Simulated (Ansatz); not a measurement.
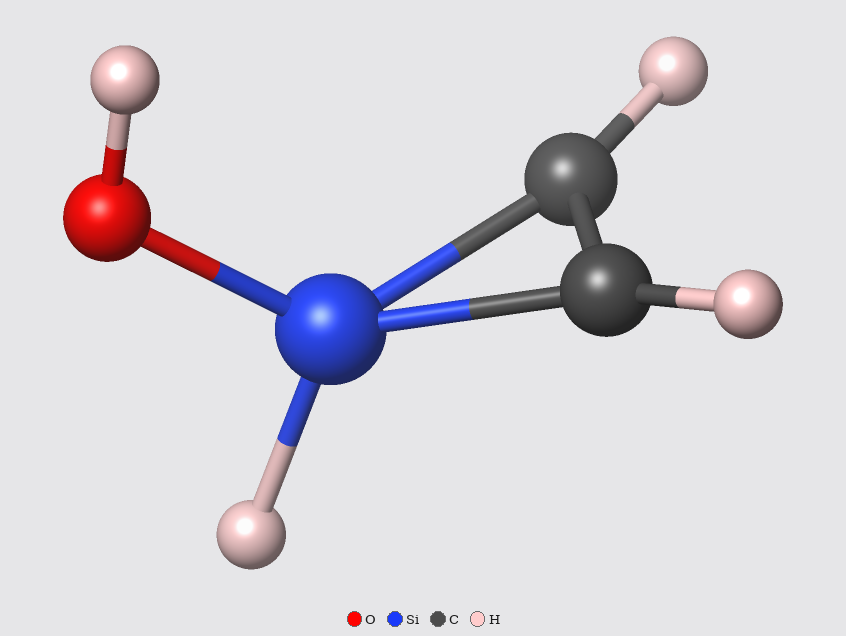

The picture shows a molecular structure as a ball-and-stick model. Every bond is drawn as one stick, whatever its order.

The computed structure is the end point of a PBE0-D4/def2-TZVP optimisation.

**Give the formula.**

C2H4OSi, 8 atoms: 2 carbon, 4 hydrogen, 1 oxygen and 1 silicon.

**What is its SMILES?**

O[SiH]1C=C1

**How many atoms are distinct by symmetry?**

6: 1 O, 1 Si, 2 C, 1 H, 1 H, 2 H.

The parts below concern this one geometry. Atoms keep their numbers from picture to picture.

## Geometry

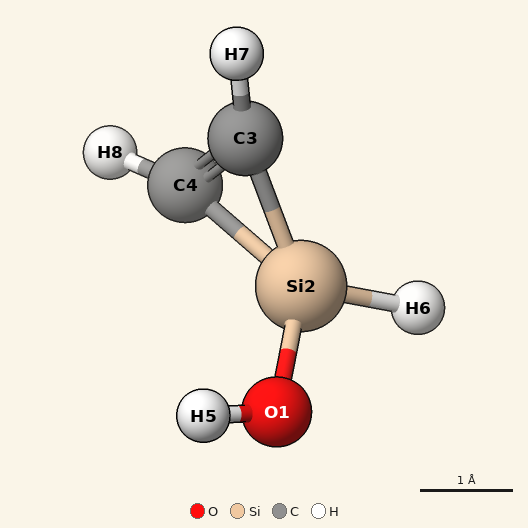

The atoms are numbered.

**Describe the coordination of atom 1.**

O1 has 2 neighbours (Si2 at 1.64, H5 at 0.96 Å); the arrangement is bent.

**What is the dihedral angle O1–Si2–C4–C3?**

107° in size, that is anticlinal.

## Dipole moment

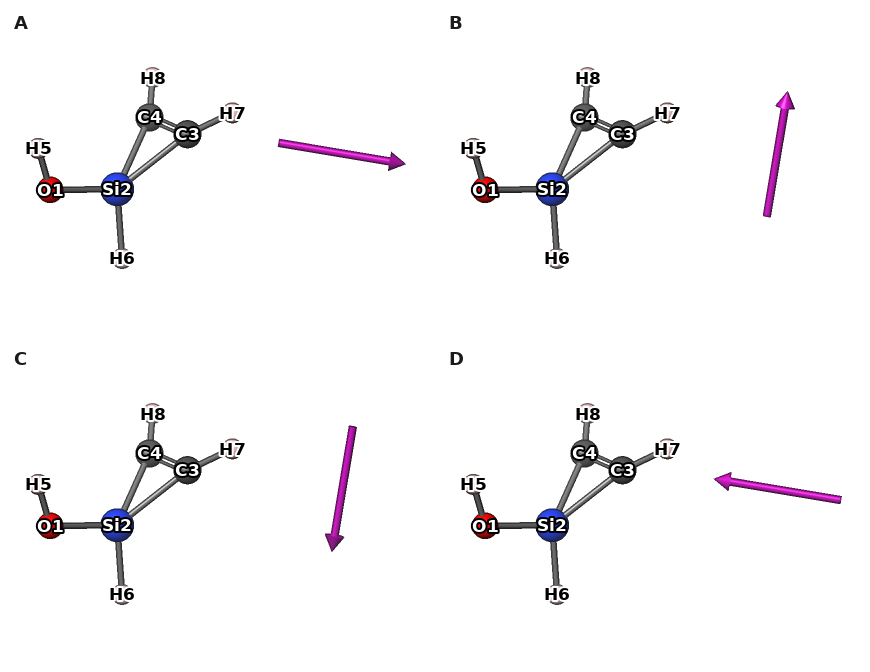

The same molecule four times, each with an arrow. Level of theory: RKS PBE-D4/def2-TZVPP (Ansatz 0.2.0).

**Which arrow points along the dipole moment, from the negative to the positive end?**

B. The dipole moment is 1.54 D; it points from the side of H6 to the side of H7, H8 (the outermost atoms at the two ends).

## Thermal motion

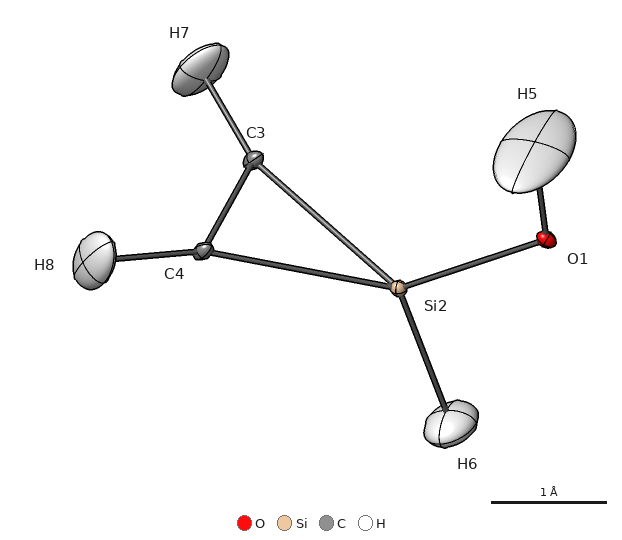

Displacement ellipsoids at the 50 % level, from the internal vibrations of the free molecule (harmonic, no overall translation or rotation; no half-axis is drawn under 0.075 Å). Vibrations computed with RKS PBE0-D4/def2-TZVP (Ansatz 0.2.0). Temperature: 600 K.

**Which atom has the largest mean-square displacement?**

H5, with U_eq = 0.0660 Å².

**Does H5 move more along its bond or across it?**

Across it: the root-mean-square amplitude is 0.076 Å along the bond and up to 0.388 Å across, since bending and torsion are softer than stretching.

Give the displacement parameters, one line for each set of equivalent atoms.

```json
{"atom": "O1", "U_eq (Å²)": "0.0024", "rms amplitudes (Å)": "0.030, 0.051, 0.060"}
{"atom": "Si2", "U_eq (Å²)": "0.0014", "rms amplitudes (Å)": "0.021, 0.039, 0.047"}
{"atom": "C3, C4", "U_eq (Å²)": "0.0026", "rms amplitudes (Å)": "0.027, 0.039, 0.075"}
{"atom": "H5", "U_eq (Å²)": "0.0660", "rms amplitudes (Å)": "0.071, 0.206, 0.388"}
{"atom": "H6", "U_eq (Å²)": "0.0232", "rms amplitudes (Å)": "0.095, 0.156, 0.191"}
{"atom": "H7, H8", "U_eq (Å²)": "0.0246", "rms amplitudes (Å)": "0.080, 0.145, 0.216"}
```

## Charges

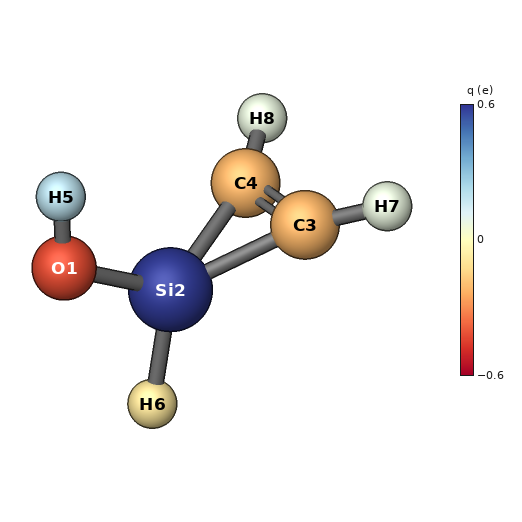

Atoms are coloured by their Mulliken charges. Level of theory: RKS r2SCAN-D4/def2-TZVPP (Ansatz 0.2.0).

Give the Mulliken charges atom by atom.

```json
{"atom": "O1", "value (e)": "−0.42"}
{"atom": "Si2", "value (e)": "0.58"}
{"atom": "C3", "value (e)": "−0.21"}
{"atom": "C4", "value (e)": "−0.21"}
{"atom": "H5", "value (e)": "0.20"}
{"atom": "H6", "value (e)": "−0.09"}
{"atom": "H7", "value (e)": "0.07"}
{"atom": "H8", "value (e)": "0.07"}
```

Mulliken values depend strongly on the basis set and can even reverse the polarity of a bond.
